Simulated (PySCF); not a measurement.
**UCAM-B3LYP/pcseg-2 run of GaH2SO (SMILES [OH][Ga][SH])**

Aim: the vertical doublet–quartet gap of GaH2SO at UCAM-B3LYP/pcseg-2, from 2 runs. The job is set up through a Python script.

The results are computed with PySCF 2.14.0.

### 1 The molecule

The species is GaH2SO (5 atoms), meant as a doublet with charge 0. SMILES: `[OH][Ga][SH]`. The shape comes from GFN2-xTB, which is rough for such elements, and wasn't checked as a minimum. This is one conformer, not always the lowest.

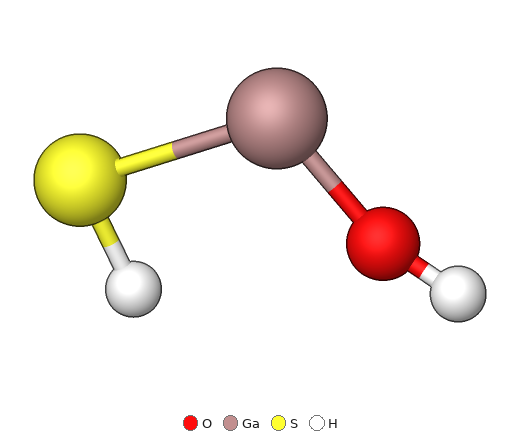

The structure, seen from a chosen angle (oxygen red, gallium pink, sulfur yellow, hydrogen white).

### 2 A single-point energy at UCAM-B3LYP/pcseg-2

Input file job.py:

```python
# [OH][Ga][SH]
from pyscf import gto, dft

molecule = gto.Mole()
molecule.atom = [
    ('O', (-1.170160, 0.257650, -0.495320)),
    ('Ga', (-0.005900, 1.175280, 0.412150)),
    ('S', (1.882360, -0.235180, 0.839430)),
    ('H', (-1.954030, 0.028280, -0.985360)),
    ('H', (1.247740, -1.226030, 0.229100)),
]
molecule.max_memory = 1860
molecule.basis = 'pcseg-2'
molecule.spin = 1
molecule.verbose = 4
molecule.build()

mf = dft.UKS(molecule)
mf.xc = 'cam-b3lyp'
mf.grids.level = 4
mf.conv_tol = 1e-10
mf.kernel()
if not mf.converged:
    mf = mf.newton().run(mf.mo_coeff, mf.mo_occ)

e_final = mf.e_tot
print(f'total energy: {e_final:.8f} hartree')
```

Run with:

```sh
$ OMP_NUM_THREADS=1 python job.py
```

Log:

```text
PySCF version 2.14.0

[... 54 lines left out ...]
WARN: HOMO -0.204739188504384 >= LUMO -0.20473918850438
[... 58 lines left out ...]
converged SCF energy = -2399.70098808764  <S^2> = 0.75807836  2S+1 = 2.0080621
total energy: -2399.70098809 hartree
```

It took 2 min on 1 thread of Arm Neoverse V1, shared host; peak memory 0.82 GiB.

### 3 The quartet, same level

Input file run.py:

```python
from pyscf import gto, dft

molecule = gto.M(
    atom=[
    ('O', (-1.170160, 0.257650, -0.495320)),
    ('Ga', (-0.005900, 1.175280, 0.412150)),
    ('S', (1.882360, -0.235180, 0.839430)),
    ('H', (-1.954030, 0.028280, -0.985360)),
    ('H', (1.247740, -1.226030, 0.229100)),
],
    verbose=3,
    charge=0,
    basis='pcseg-2',
    max_memory=1860,
    spin=3,
)

mf = dft.UKS(molecule)
mf.xc = 'cam-b3lyp'
mf.grids.level = 4
mf.conv_tol = 1e-10
mf.kernel()
if not mf.converged:
    mf = mf.newton().run(mf.mo_coeff, mf.mo_occ)

energy = mf.e_tot
print('Final energy', energy)
```

Run with:

```sh
$ OMP_NUM_THREADS=1 python run.py
```

Log:

```text
WARN: HOMO -0.0216952298832283 >= LUMO -0.32007720378493

WARN: HOMO -0.0791726321764266 >= LUMO -0.145479297475063

WARN: HOMO -0.143440816821542 >= LUMO -0.215345554955288

WARN: HOMO -0.135245480781741 >= LUMO -0.219294596730688

WARN: HOMO -0.141425541275936 >= LUMO -0.197259933204581

WARN: HOMO -0.139708199597532 >= LUMO -0.186021736538084

WARN: HOMO -0.140758146073029 >= LUMO -0.185493424506394

WARN: HOMO -0.140980967627513 >= LUMO -0.184579066328631

WARN: HOMO -0.140955856793379 >= LUMO -0.184792771350093

WARN: HOMO -0.140990778106097 >= LUMO -0.184703593190722

WARN: HOMO -0.140979184166945 >= LUMO -0.184721281978803

WARN: HOMO -0.140978051104771 >= LUMO -0.184715546493244

WARN: HOMO -0.140975220325167 >= LUMO -0.18471236846251

WARN: HOMO -0.140975118636426 >= LUMO -0.184713781456097

WARN: HOMO -0.140974828343964 >= LUMO -0.184713737331261

WARN: HOMO -0.140974850638575 >= LUMO -0.184713519173197

WARN: HOMO -0.140974876158388 >= LUMO -0.184713592736912

converged SCF energy = -2399.52813330317  <S^2> = 3.7574557  2S+1 = 4.0037261
Final energy -2399.5281333031708
```

Wall time 2.2 min (1 thread of Arm Neoverse V1, shared host); peak memory 0.83 GiB.

### 4 Summary of results

Level: UCAM-B3LYP/pcseg-2.

```
                                        quantity           value
                           doublet: total energy  -2399.70099 Eh
                          doublet: dipole moment          2.41 D
     doublet: HOMO energy (highest over α and β)        -7.70 eV
      doublet: LUMO energy (lowest over α and β)        -2.73 eV
                                   doublet: ⟨S²⟩           0.758
                           quartet: total energy  -2399.52813 Eh
                          quartet: dipole moment          3.29 D
     quartet: HOMO energy (highest over α and β)        -3.84 eV
                                   quartet: ⟨S²⟩           3.757
vertical energy of the quartet above the doublet        4.704 eV
```

What this shows: At this shape the quartet lies 4.70 eV (108 kcal/mol) above the doublet.
